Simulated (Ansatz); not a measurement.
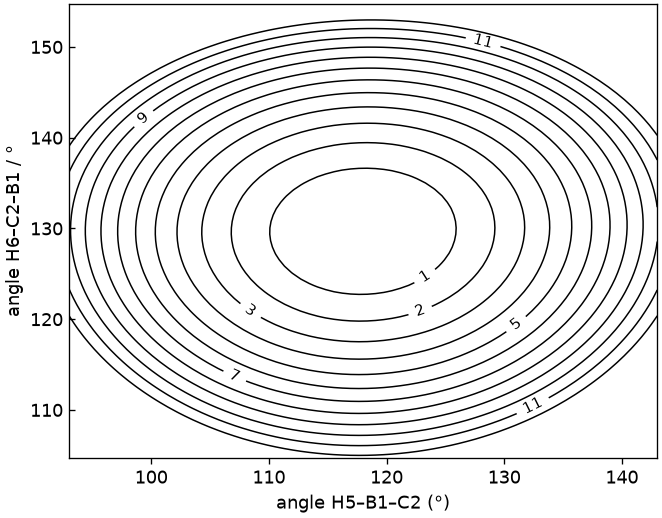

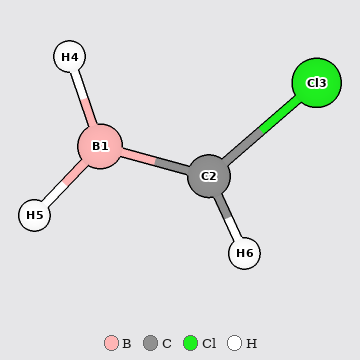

Energy landscape of CH3BCl, SMILES B[CH-]Cl, charge −1. 
- Coordinates scanned: (1) angle H5–B1–C2; (2) angle H6–C2–B1.
- Nothing is relaxed (all other coordinates rigid).
- Grid: 15 × 15 points.
- Energies are in kcal/mol, from the lowest grid point.
- Level of theory: Ansatz 0.2.0, RKS CAM-B3LYP-D4/def2-SVPD.

The picture shows contour lines labelled in kcal/mol (none above 12). Between grid points the surface is interpolated. The second picture is the structure at the lowest point.

> Describe this landscape.

The lowest grid point is at angle H5–B1–C2 = 118.0°, angle H6–C2–B1 = 129.7°. It is the only kind of minimum in the scanned range. The highest grid point, angle H5–B1–C2 = 93.0°, angle H6–C2–B1 = 154.7°, lies 24.4 kcal/mol above the lowest. Round the minimum the two coordinates are nearly uncoupled.

Grid values (kcal/mol):

```tsv
angle H6–C2–B1 ↓, angle H5–B1–C2 →	93.0	96.6	100.1	103.7	107.3	110.8	114.4	118.0	121.6	125.1	128.7	132.3	135.8	139.4	143.0
154.7	24.4	21.7	19.4	17.5	16.0	14.9	14.2	14.0	14.1	14.6	15.5	16.9	18.6	20.7	23.3
151.2	20.6	17.9	15.6	13.7	12.2	11.1	10.5	10.2	10.3	10.8	11.8	13.1	14.8	17.0	19.6
147.6	17.3	14.6	12.3	10.4	9.0	7.9	7.2	7.0	7.1	7.6	8.6	10.0	11.7	13.9	16.4
144.0	14.6	11.9	9.7	7.8	6.3	5.3	4.6	4.4	4.5	5.1	6.0	7.4	9.2	11.3	13.9
140.5	12.7	9.9	7.7	5.8	4.4	3.4	2.7	2.5	2.6	3.2	4.2	5.6	7.3	9.5	12.1
136.9	11.2	8.5	6.3	4.4	3.0	1.9	1.3	1.1	1.3	1.8	2.8	4.2	6.0	8.2	10.8
133.3	10.4	7.7	5.4	3.6	2.1	1.1	0.5	0.3	0.5	1.0	2.0	3.5	5.2	7.5	10.1
129.7	10.1	7.4	5.1	3.3	1.8	0.8	0.2	0.0	0.2	0.8	1.8	3.3	5.0	7.3	9.9
126.2	10.4	7.6	5.4	3.5	2.1	1.1	0.4	0.3	0.5	1.1	2.1	3.6	5.4	7.6	10.3
122.6	11.2	8.4	6.2	4.3	2.8	1.8	1.2	1.0	1.3	1.9	2.9	4.4	6.2	8.5	11.2
119.0	12.6	9.8	7.5	5.6	4.1	3.1	2.5	2.3	2.6	3.2	4.3	5.7	7.6	9.9	12.6
115.5	14.5	11.6	9.2	7.3	5.8	4.8	4.2	4.0	4.3	4.9	6.0	7.5	9.4	11.7	14.4
111.9	16.9	14.0	11.6	9.6	8.1	7.1	6.5	6.3	6.6	7.2	8.3	9.8	11.7	14.0	16.8
108.3	19.9	16.9	14.4	12.4	10.9	9.9	9.2	9.1	9.3	10.0	11.1	12.6	14.5	16.9	19.6
104.7	23.4	20.3	17.8	15.7	14.1	13.1	12.4	12.3	12.5	13.2	14.3	15.9	17.8	20.2	23.0
```

Each point was launched as `ansatz run input.yaml --threads 1 --pin off --max-ram 2560MiB --backend cpu --events-out ev --progress --plain --runs-dir out`. The whole map (225 points run) took 8.7 min on 1 thread of Arm Neoverse V2, on a shared host.
